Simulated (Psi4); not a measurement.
# AlH2Cl (SMILES [H][Al]([H])[Cl]): levels of theory compared

Aim: a comparison of 5 runs (HF/STO-3G, HF/3-21G, UM11-D3(BJ)+ATM/jun-cc-pVTZ, MP2/def2-SVPD) of AlH2Cl. 

The results are computed with Psi4 1.11.

5 further runs of the same task are left out: 1 that didn't finish, 4 set aside as unsound or not needed.

**1. Starting point**

The species is AlH2Cl (4 atoms), meant as a singlet with charge 0. As SMILES, `[H][Al]([H])[Cl]`. The shape comes from GFN2-xTB, which is rough for such elements, and wasn't checked as a minimum.

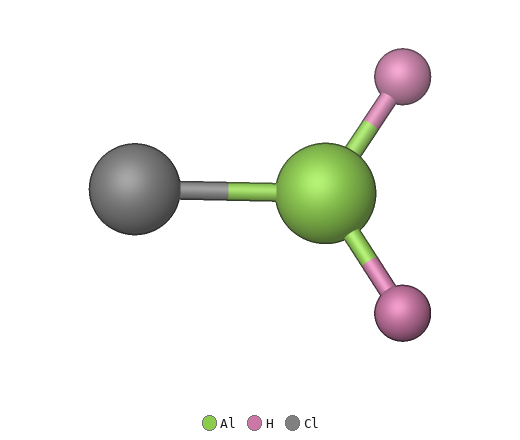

Viewed from a chosen angle; aluminium green, hydrogen pink, chlorine grey.

**2. Energy and forces at HF/STO-3G (run 1)**

Contents of job.py:

```python
import psi4

psi4.set_memory(1600000000)
psi4.set_num_threads(1)
psi4.core.set_output_file('psi4.out', False)

molecule = psi4.geometry("""
0 1
Al
H 1 1.537548
H 1 1.53764 2 116.13266
Cl 1 2.013511 2 121.93353 3 -179.71881
symmetry c1
no_reorient
no_com
""")

psi4.set_options({
    'basis': 'STO-3G',
    'puream': True,
    'e_convergence': 1e-09,
    'd_convergence': 1e-08,
    'scf_type': 'pk',
})

e, wfn = psi4.gradient("hf", return_wfn=True)
print('gradient / Eh bohr^-1')
print(e.np.round(6))
print(f'energy = {wfn.energy():.10f} Eh')
```

Started as:

```
$ python job.py
```

psi4.out:

```text
[...]
  Running in c1 symmetry.
[...]
  Nuclear repulsion =   73.011435512844912
[...]
  Multiplicity = 1
[...]
  Nalpha       = 16
  Nbeta        = 16
[...]
    Number of basis functions: 20
[...]
   @RHF iter   1:  -694.79233381126994   -1.38623e+00   1.01367e-02 DIIS/ADIIS
[...]
   @RHF iter   8:  -694.83060741595864   -1.25056e-12   3.48548e-09 DIIS
[...]
  @RHF Final Energy:  -694.83060741595864
   => Energetics <=
    Nuclear Repulsion Energy =             73.0114355128449120
    One-Electron Energy =               -1111.9230897750544500
    Two-Electron Energy =                 344.0810468462509562
    Total Energy =                       -694.8306074159586387
[...]
 Multipole Moments:
 ------------------------------------------------------------------------------------
     Multipole            Electronic (a.u.)      Nuclear  (a.u.)        Total (a.u.)
 ------------------------------------------------------------------------------------
 L = 1.  Multiply by 2.5417464519 to convert [e a0] to [Debye]
 Dipole X            :          0.0010053            0.0078241            0.0088294
 Dipole Y            :         -2.1169210            2.8876770            0.7707560
 Dipole Z            :         -1.3192625            1.7996963            0.4804338
 Magnitude           :                                                    0.9082727
[...]
  -Total Gradient:
     Atom            X                  Y                   Z
    ------   -----------------  -----------------  -----------------
       1        0.000121600600    -0.066145424805    -0.041187760189
       2       -0.000087990406     0.008711297683     0.031189129217
       3       -0.000087984792     0.031871550720    -0.005933630558
       4        0.000054374598     0.025562576411     0.015932261530
[...]
```

On the terminal:

```text
gradient / Eh bohr^-1
[[ 1.2200e-04 -6.6145e-02 -4.1188e-02]
 [-8.8000e-05  8.7110e-03  3.1189e-02]
 [-8.8000e-05  3.1872e-02 -5.9340e-03]
 [ 5.4000e-05  2.5563e-02  1.5932e-02]]
energy = -694.8306074160 Eh
```

It took 2.8 s on 1 thread of AMD EPYC 7R43 (Zen 3), shared host; peak memory 0.18 GiB.

**3. The energy at HF/3-21G (run 2)**

Contents of alclh2.xyz:

```xyz
4
AlClH2
Al     0.049780     0.082930    -0.002200
H      1.587020     0.109500     0.013310
H     -0.651090     1.451440    -0.019500
Cl    -0.985710    -1.643880     0.008400
```

Contents of job.py:

```python
import psi4

psi4.set_memory(1600000000)
psi4.set_num_threads(1)
psi4.core.set_output_file('output.dat', False)

with open('alclh2.xyz') as f:
    atoms = ''.join(f.readlines()[2:])
mol = psi4.geometry('0 1\n' + atoms + 'symmetry c1')

psi4.set_options({
    'basis': '3-21G',
    'puream': True,
    'e_convergence': 1e-09,
    'd_convergence': 1e-08,
    'scf_type': 'pk',
})

result = psi4.energy('scf', molecule=mol)
print('E =', round(result, 9))
```

Started as:

```
$ python job.py
```

output.dat:

```text
[...]
  Running in c1 symmetry.
[...]
  Nuclear repulsion =   73.011449274731433
[...]
  Multiplicity = 1
[...]
  Nalpha       = 16
  Nbeta        = 16
[...]
    Number of basis functions: 30
[...]
   @RHF iter   1:  -699.06747639024695   -4.61145e-01   4.50746e-03 ADIIS/DIIS
[...]
   @RHF iter   9:  -699.08055373089599    3.41061e-13   2.67332e-09 DIIS
[...]
    Orbital Energies [Eh]
    ---------------------
    Doubly Occupied:
       1A   -104.094848     2A    -58.104192     3A    -10.492549
       4A     -7.955792     5A     -7.952172     6A     -7.951801
       7A     -4.918864     8A     -3.223260     9A     -3.220902
      10A     -3.220080    11A     -1.104671    12A     -0.605728
      13A     -0.501676    14A     -0.497319    15A     -0.482216
      16A     -0.429332
[...]
  @RHF Final Energy:  -699.08055373089599
   => Energetics <=
    Nuclear Repulsion Energy =             73.0114492747314330
    One-Electron Energy =               -1114.6731986449913165
    Two-Electron Energy =                 342.5811956393639548
    Total Energy =                       -699.0805537308959856
[...]
 Multipole Moments:
 ------------------------------------------------------------------------------------
     Multipole            Electronic (a.u.)      Nuclear  (a.u.)        Total (a.u.)
 ------------------------------------------------------------------------------------
 L = 1.  Multiply by 2.5417464519 to convert [e a0] to [Debye]
 Dipole X            :         -1.3574114            1.7497338            0.3923224
 Dipole Y            :         -2.2642075            2.9182085            0.6540010
 Dipole Z            :          0.0025288           -0.0115667           -0.0090379
 Magnitude           :                                                    0.7627030
[...]
```

Standard output:

```text
E = -699.080553731
```

Run time: 3.3 s. Hardware: 1 thread of AMD EPYC 7R43 (Zen 3), shared host; peak memory 0.18 GiB.

Runs 3 to 4 aren't shown in full; the table further down has their settings and results.

**4. The energy at MP2/def2-SVPD (run 5)**

alclh2.xyz is that of step 3.

Contents of run_ase.py:

```python
import numpy as np
from ase.calculators.psi4 import Psi4
from ase.io import read

atoms = read('alclh2.xyz')
calc = Psi4(atoms=atoms, method='mp2', basis='def2-SVPD', memory='1600MB', num_threads=1, charge=0, multiplicity=1, label='psi4-calc')
calc.psi4.set_options({'puream': True, 'e_convergence': 1e-09, 'd_convergence': 1e-08, 'scf_type': 'pk', 'num_frozen_docc': 10, 'mp2_type': 'conv'})
atoms.calc = calc

print(f'energy: {atoms.get_potential_energy():.6f} eV')
```

Started as:

```
$ python run_ase.py
```

psi4-calc.dat:

```text
[...]
  Running in c1 symmetry.
[...]
  Nuclear repulsion =   73.011449274731433
[...]
  Multiplicity = 1
[...]
  Nalpha       = 16
  Nbeta        = 16
[...]
    Number of basis functions: 67
[...]
   @RHF iter   1:  -702.41006467012505   -4.75799e-01   2.08787e-03 DIIS/ADIIS
[...]
   @RHF iter   9:  -702.42249041880041   -1.60298e-11   8.17852e-09 DIIS
[...]
  @RHF Final Energy:  -702.42249041880041
   => Energetics <=
    Nuclear Repulsion Energy =             73.0114492747314330
    One-Electron Energy =               -1118.5305089517758006
    Two-Electron Energy =                 343.0965692582439601
    Total Energy =                       -702.4224904188004075
[...]
 Multipole Moments:
 ------------------------------------------------------------------------------------
     Multipole            Electronic (a.u.)      Nuclear  (a.u.)        Total (a.u.)
 ------------------------------------------------------------------------------------
 L = 1.  Multiply by 2.5417464519 to convert [e a0] to [Debye]
 Dipole X            :         -1.6021569            1.7497338            0.1475769
 Dipole Y            :         -2.6723369            2.9182085            0.2458716
 Dipole Z            :          0.0055015           -0.0115667           -0.0060651
 Magnitude           :                                                    0.2868250
[...]
	SCS-MP2 Total Energy (a.u.)        :  -702.63987013427709
	SOS-MP2 Total Energy (a.u.)        :  -702.62430361604879
	SCSN-MP2 Total Energy (a.u.)       :  -702.50468163504547
[...]
	SOS-PI-MP2 Total Energy (a.u.)     :  -702.65793914892345
[...]
	MP2 Total Energy (a.u.)            :  -702.63736763785869
[...]
```

The script printed:

```text
energy: -19119.736646 eV
```

It took 4.5 s on 1 thread of AMD EPYC 7R43 (Zen 3), shared host; peak memory 0.27 GiB.

**5. Overview of the runs**

| run | level | task | integrals | energy (Eh) | dipole moment (D) | HOMO energy (eV) | LUMO energy (eV) | wall time |
| --- | --- | --- | --- | --- | --- | --- | --- | --- |
| 1 | HF/STO-3G | gradient | pk | -694.830607 | 2.31 | -9.39 | 7.94 | 2.8 s |
| 2 | HF/3-21G | energy | pk | -699.080554 | 1.94 | -11.68 | 0.92 | 3.3 s |
| 3 | UM11-D3(BJ)+ATM/jun-cc-pVTZ (density fitting) | properties | mem_df | -703.887986 | 0.50 | -11.00 | -0.43 | 29 s |
| 4 | UM11-D3(BJ)+ATM/jun-cc-pVTZ (sfX2C, density fitting) | properties | mem_df | -705.522853 | 0.50 | -11.00 | -0.43 | 24 s |
| 5 | MP2/def2-SVPD | energy | pk | -702.637368 | – | -11.68 | 1.26 | 4.5 s |

**6. Results**

```
                                           quantity          value
                                run 5: total energy  -702.63737 Eh
         run 5: HOMO energy (Hartree–Fock orbitals)      -11.68 eV
         run 5: LUMO energy (Hartree–Fock orbitals)        1.26 eV
       run 5: HOMO–LUMO gap (Hartree–Fock orbitals)       12.94 eV
run 5: correlation energy (10 core orbitals frozen)     -214.9 mEh
```

In words: Over runs 1, 2, 3, 4 the dipole moment (its size) runs from 0.50 D (UM11-D3(BJ)+ATM/jun-cc-pVTZ) to 2.31 D (HF/STO-3G). The two ends differ in method and basis. Over runs 1, 2, 3, 4 the HOMO–LUMO gap runs from 10.57 eV (UM11-D3(BJ)+ATM/jun-cc-pVTZ) to 17.34 eV (HF/STO-3G). The two ends differ in method and basis and Hamiltonian. Some runs of one species differ in core potentials or relativity; totals across that change don't compare. In run 1 the basis is minimal, so the values are rough. All runs together took 63 s, the longest 29 s.
